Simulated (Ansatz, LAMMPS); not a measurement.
# Glassy 29TiO2-71Al2O3 (mol %) (137 atoms): geometry optimisation, part 2 of 3

How does glassy 29TiO2-71Al2O3 (mol %) (137 atoms) relax, and what do bonds, charges and levels look like afterwards?

Ansatz 0.2.0; Kohn-Sham DFT, PBE, PAW (set soft_2), plane waves.

The cell: 9 Ti, 44 Al and 84 O. The quench rate of 1000 K/ps is many orders above laboratory rates. The starting topology of bonds comes from the classical model. Sampling is at Γ alone, for a cell whose shortest periodic width is 11 Å.

So far. Step 3 (Single point at the start): Neighbours are counted within 2.19 Å (O-Al), 2.64 Å (O-Ti).

**4. Relaxation**

The atoms are relaxed in the fixed cell, aiming at the force tolerance of the input.

input.yaml reads:

```yaml
crystal:
  lattice:
    - [11.39091, 0.0, 0.0]
    - [0.0, 11.39091, 0.0]
    - [0.0, 0.0, 11.39091]
  atoms:
    [... the 137 atom lines of step 3 ...]
kpoints:
  mp_grid: { grid: [1, 1, 1] }
hamiltonian:
  xc: pbe
scf:
  occupations: { method: gaussian, width: 0.05 }
output:
  forces: true
relax:
  f_tol: 0.03
  max_steps: 200
```

On the command line:

```console
$ ansatz run input.yaml --threads 4 --pin off --max-ram 8192MiB --backend cpu --events-out ev --progress --plain --runs-dir out
```

Numbers of over 12 decimals in the logs are rounded to 6 here.

Output:

```text
[...]
Crystal: 137 atoms, lattice volume = 1478.003 Å³
Basis set: ecut = 420 eV, 28887 PW (Γ), exchange–correlation on 160×160×160 points (8 copies of the dense FFT grid, shifted against one another)
Bands: 509, of which v1, the nominal top of the filled ones, is band 372 counted from 1 (371 counted from 0)
Symmetry: 1 space group operations
[...]
k-points: 1
[...]
SCF iter   1: F=—  HF=-93983.050622 eV  |F-HF|=—  |Δ(HF+E_count)|=         —  Δρ=3.67e-3  dr2=2.01e-1  ethr=1.77e-3  ⟨swp⟩=6.0  Hψ=2215  notcnv=0  defer=35
[...]
SCF iter   8: F=-93983.029575 eV  HF=-93983.029573 eV  |F-HF|=2.07e-6  |Δ(HF+E_count)|=   5.07e-6  Δρ=1.70e-5  dr2=5.04e-6  ethr=3.02e-9  ⟨swp⟩=3.0  Hψ=1254  notcnv=0
SCF 1 converged in 8 iterations: F = -93983.029575 eV  dr2 = 5.04e-6
[...]
relax step   1: F+E_penalty+E_count = -93983.02957481 eV  Δ(F+E_penalty+E_count) = +0.000e0 eV  max|allowed force component| = 3.301e0 eV/Å  Δτ_max = 0.0000 Å  (8 SCF iters, dr2 threshold 2.25e-5 eV, accepted)
[...]
relax step   2: F+E_penalty+E_count = -93987.87183530 eV  Δ(F+E_penalty+E_count) = -4.842e0 eV  max|allowed force component| = 2.063e0 eV/Å  Δτ_max = 0.1333 Å  (7 SCF iters, dr2 threshold 1.00e-4 eV, accepted)
[...]
relax step   3: F+E_penalty+E_count = -93991.42967346 eV  Δ(F+E_penalty+E_count) = -3.558e0 eV  max|allowed force component| = 8.794e-1 eV/Å  Δτ_max = 0.2000 Å  (8 SCF iters, dr2 threshold 1.00e-4 eV, accepted)
relax step   4: F+E_penalty+E_count = -93992.50776282 eV  Δ(F+E_penalty+E_count) = -1.078e0 eV  max|allowed force component| = 3.084e-1 eV/Å  Δτ_max = 0.2000 Å  (8 SCF iters, dr2 threshold 1.00e-4 eV, accepted)
relax step   5: F+E_penalty+E_count = -93992.67151656 eV  Δ(F+E_penalty+E_count) = -1.638e-1 eV  max|allowed force component| = 2.452e-1 eV/Å  Δτ_max = 0.2000 Å  (9 SCF iters, dr2 threshold 1.17e-5 eV, accepted)
relax step   6: F+E_penalty+E_count = -93992.71738084 eV  Δ(F+E_penalty+E_count) = -4.586e-2 eV  max|allowed force component| = 2.829e-1 eV/Å  Δτ_max = 0.0414 Å  (8 SCF iters, dr2 threshold 7.40e-6 eV, accepted)
relax step   7: F+E_penalty+E_count = -93992.80092197 eV  Δ(F+E_penalty+E_count) = -8.354e-2 eV  max|allowed force component| = 1.842e-1 eV/Å  Δτ_max = 0.2000 Å  (7 SCF iters, dr2 threshold 5.06e-5 eV, accepted)
relax step   8: F+E_penalty+E_count = -93992.82267531 eV  Δ(F+E_penalty+E_count) = -2.175e-2 eV  max|allowed force component| = 8.840e-2 eV/Å  Δτ_max = 0.0402 Å  (7 SCF iters, dr2 threshold 1.44e-5 eV, accepted)
relax step   9: F+E_penalty+E_count = -93992.82626086 eV  Δ(F+E_penalty+E_count) = -3.586e-3 eV  max|allowed force component| = 5.592e-2 eV/Å  Δτ_max = 0.0204 Å  (7 SCF iters, dr2 threshold 1.80e-6 eV, accepted)
[...]
relax step  10: F+E_penalty+E_count = -93992.82756994 eV  Δ(F+E_penalty+E_count) = -1.309e-3 eV  max|allowed force component| = 2.731e-2 eV/Å  Δτ_max = 0.0268 Å  (9 SCF iters, accepted)
SCF converged after 9 iterations
Free energy (F): -93992.827570 eV
[...]
Internal energy: -93992.827570 eV  (E = F + TS)
E sigma→0 (E₀):  -93992.827570 eV
Fermi energy:    7.313332 eV
[...]
--- Forces (eV/Å), atoms counted from 1 ---
  atom   1  Ti    -0.01274698     0.00709026     0.00669162
  atom   2  Ti     0.02019800    -0.01543437    -0.02338342
  atom   3  Ti     0.00370290     0.01416113    -0.00098892
  atom   4  Ti    -0.00222633    -0.00261605     0.00467016
  atom   5  Ti    -0.00834264    -0.01118398    -0.00651631
  atom   6  Ti    -0.01126952    -0.00082878    -0.00376392
  atom   7  Ti    -0.01698547     0.00099407    -0.00583504
  atom   8  Ti     0.00338877    -0.00127747     0.02731056
  atom   9  Ti     0.00515532     0.01531811     0.00300446
  atom  10  Al     0.00942950     0.01288625     0.00158527
  atom  11  Al    -0.00548591     0.00207032     0.00997582
  atom  12  Al     0.00403064    -0.00155251    -0.00762018
  atom  13  Al     0.01728794     0.01285251     0.01056219
  atom  14  Al    -0.01271846     0.00524056    -0.01689636
[...]
atom 136  O      0.00136985    -0.00190686     0.00344738
  atom 137  O     -0.00467756     0.00493957    -0.00033007
  max |Σ_I F_I| component: 1.23e-4 eV/Å
--- Relaxed structure (10 steps of the walk, 10 accepted, 0 SCFs on fresh bases) ---
  F+E_penalty+E_count = -93992.82756994 eV   max|allowed force component| = 2.731e-2 eV/Å
  atoms:
    - { symbol: Ti, position: [0.771420, 0.982308, 0.033399] }
    - { symbol: Ti, position: [0.523953, 0.710636, 0.832067] }
    - { symbol: Ti, position: [0.805560, -0.00178555, 0.306216] }
    - { symbol: Ti, position: [0.369693, 0.831360, 0.546181] }
[...]
- { symbol: O, position: [0.225807, 0.163229, 0.207919] }
```

Wall time 2.6 min (4 threads of Arm Neoverse V2, shared host); peak memory 2.2 GiB.

Relaxation path:

```csv
step,energy less that of the first step (eV),largest force component (eV/Å)
1,0.0000,3.3005
2,-4.8423,2.0630
3,-8.4001,0.8794
4,-9.4782,0.3084
5,-9.6419,0.2452
6,-9.6878,0.2829
7,-9.7713,0.1842
8,-9.7931,0.0884
9,-9.7967,0.0559
10,-9.7980,0.0273
```

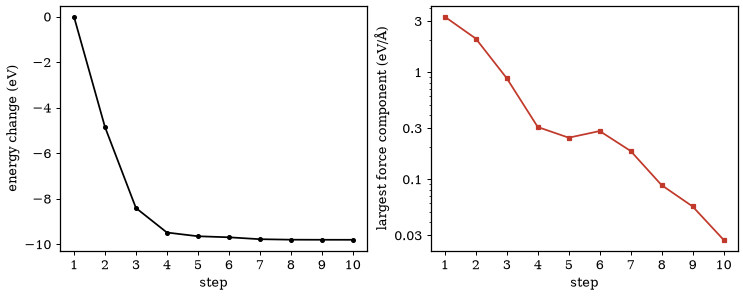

Energy and largest force along the relaxation.

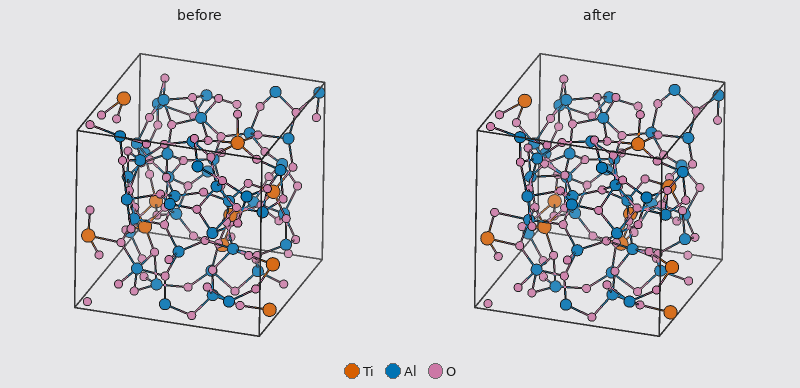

Before and after, at one scale. Bonds to atoms that aren't drawn are left out.

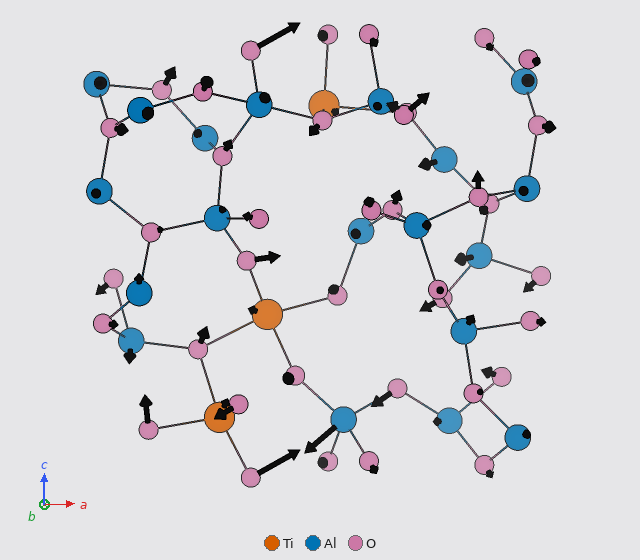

Displacements in the relaxation, exaggerated; the longest in the cell stands for 0.54 Å. Drawn is a slice 4 Å thick, seen along the normal of the ac plane. Bonds to atoms that aren't drawn are left out.

The atoms that moved most (Å):

```csv
atom,dx,dy,dz,length
O98,0.467,-0.017,0.262,0.535
O60,-0.126,-0.276,0.411,0.511
Ti4,-0.286,-0.349,0.171,0.483
O128,-0.091,0.461,0.018,0.470
Al19,-0.353,-0.100,-0.287,0.465
O85,0.277,-0.144,0.304,0.435
O95,-0.287,0.205,0.109,0.369
Al35,0.290,-0.211,0.022,0.360
```

The relaxation changed the energy by -71.5 meV/atom, and atoms moved by 0.21 Å r.m.s., 0.54 Å at most.

**5. Structure statistics after relaxation**

Bonds before and after, by the cutoffs listed below:

```csv
pair,bonds before,bonds after,mean before (Å),mean after (Å),spread before (Å),spread after (Å)
O-Al,198,206,1.830,1.851,0.160,0.114
O-Ti,43,45,1.898,1.941,0.165,0.184
```

Density 3.33 g/cm³, 10.79 Å³ an atom.

Pair distribution functions g(r), in bins of 0.2 Å:

```csv
r (Å),total,O-O,O-Al,O-Ti,Al-Al,Al-Ti,Ti-Ti
1.60,0.02,0.00,0.06,0.00,0.00,0.00,0.00
1.80,3.43,0.00,7.65,5.21,0.00,0.00,0.00
2.00,0.91,0.00,1.65,3.21,0.00,0.00,0.00
2.20,0.17,0.00,0.30,0.68,0.00,0.00,0.00
2.40,0.22,0.53,0.03,0.14,0.00,0.00,0.00
2.60,1.00,2.24,0.14,0.24,0.79,0.00,0.00
2.80,1.40,2.96,0.28,0.10,1.56,0.19,0.00
3.00,1.29,2.06,0.42,0.52,2.42,1.16,1.58
3.20,1.25,1.19,0.79,0.68,2.96,2.71,2.88
3.40,1.08,0.59,1.29,0.88,1.48,2.85,2.51
3.60,0.77,0.52,1.00,0.90,0.47,1.29,0.00
3.80,0.86,0.54,1.19,1.07,0.76,0.32,1.02
4.00,0.98,0.54,1.44,1.60,0.45,0.83,0.94
4.20,0.98,0.54,1.41,1.67,0.48,0.84,0.85
4.40,1.06,0.66,1.41,1.29,0.93,1.23,0.78
4.60,1.11,1.18,1.19,1.14,0.78,0.70,0.71
4.80,1.02,1.25,0.84,0.95,1.00,0.78,1.88
5.00,1.02,1.47,0.57,0.87,1.27,0.95,0.56
5.20,0.96,1.38,0.59,0.89,0.94,1.09,0.00
5.40,0.92,1.19,0.76,0.64,0.92,0.66,1.00
5.60,0.93,1.04,0.78,0.57,1.27,1.04,1.38
```

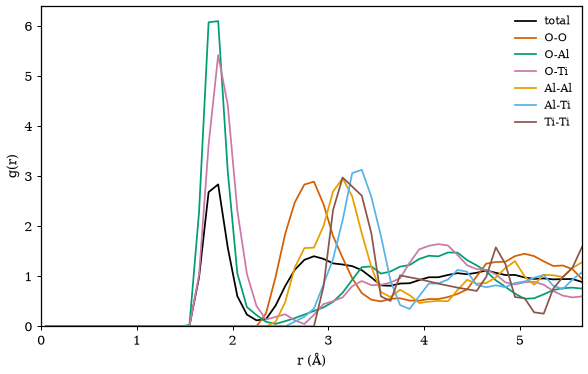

Pair distribution functions, lightly smoothed.

Bonds by pair of elements; cutoffs follow the first minimum of g(r), held within bounds set by covalent radii, and pairs that aren't listed don't count as bonded:

```csv
pair A-B,cutoff (Å),bonds,mean length (Å),spread (Å),shortest (Å),B about A,A about B
O-Al,2.43,206,1.85,0.114,1.69,2.45,4.68
O-Ti,2.64,45,1.94,0.184,1.72,0.536,5
```

How many atoms have how many bonded neighbours:

```csv
element,mean,2,3,4,5,6
Al,4.68,0,0,22,14,8
O,2.99,9,67,8,0,0
Ti,5,0,0,2,5,2
```

Bond angles (no mean is given where the spread exceeds 20°):

```csv
angle,count,mean (°),spread (°)
O-Al-O,392,-,-
Al-O-Al,184,114,18.9
O-Ti-O,92,-,-
Al-O-Ti,67,122,18
Ti-O-Ti,7,115,12.3
```

Oxygen atoms by the number of network formers (Si, P, Ge, B, Al, As, Ga) bound to them:

```csv
network formers bound to O,O atoms,per cent
0,1,1.2
1,14,16.7
2,22,26.2
3,40,47.6
4,7,8.3
```

Network units: each former by its oxygen neighbours and how many of them bridge to another former:

```csv
former,O neighbours,bridging O,atoms
Al,4,2,1
Al,4,3,5
Al,4,4,16
Al,5,4,4
Al,5,5,10
Al,6,4,1
Al,6,5,1
Al,6,6,6
```

Bond length by coordination (bonds to H left out):

```csv
element,coordination,atoms,mean bond length (Å)
Al,4,22,1.78
Al,5,14,1.89
Al,6,8,1.93
O,2,9,1.76
O,3,67,1.86
O,4,8,1.98
Ti,4,2,1.83
Ti,5,5,1.93
Ti,6,2,2.04
```

Rings of the network by King's shortest-path rule, up to 12 atoms, one path for each pair of neighbours; H, halogens, alkali and alkaline-earth atoms are left out, and the last column divides by all other atoms, bonded or not:

```csv
ring size (atoms),rings,per network atom
4,39,0.285
6,93,0.679
8,134,0.978
10,33,0.241
12,1,0.007
```

First main peaks of g(r), for some of the pairs, lie near 2.8 Å (O-O), 1.8 Å (O-Al), 1.9 Å (O-Ti), 3.2 Å (Al-Al) and 3.3 Å (Al-Ti). Counting bonds as in the table, 50 % of Al atoms have 4, 80 % of O atoms have 3 and 56 % of Ti atoms have 5 bonded neighbours. Counting bonds to Al alone, not to Ti, 26 % of the oxygens join two of these atoms and 17 % one; 48 % join three; 8 % join four; 1 % join none. The commonest Al unit has 4 oxygens, 4 of them shared with other formers (16 of 44 atoms). Rings of 8 atoms are the most common (45 % of those counted); sizes run from 4 to 12, where the search stops.

[end of part 2 of 3]

[Logs are printed without paths, hosts, clocks, repeated set-up lines and the standing remarks that a program may print on its own settings, such as how far it seeks lower states.]

[Hosts, paths, dates, database ids (printed as entryN), source tags and the programs' standing remarks are cut or masked in the printed files.]
